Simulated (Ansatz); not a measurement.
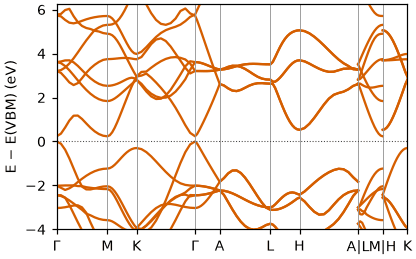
Band structure from r²SCAN (plane waves, PAW; program Ansatz)

Read off the gap and where the band edges lie.

About 0.2 eV (0.24 eV by a search for the band edges); maximum at Γ, minimum at M.

Which of these materials gives this?
A) PbS, NiAs type
B) SiGe, wurtzite
C) Si, P6_3/mmc (Si on 4f, Si on 4e)

A, PbS, NiAs type

The start of the workflow was typed in or built on a structure type; neither database checked (COD, Materials Project) lists it. It is not the phase usual at ambient conditions (space group No. 225). The r²SCAN relaxation kept the symmetry of its start; whether a distortion lowers the energy is not shown. Spin–orbit coupling is left out wherever it is not named.

Potentials: the later of the program's two PAW sets.
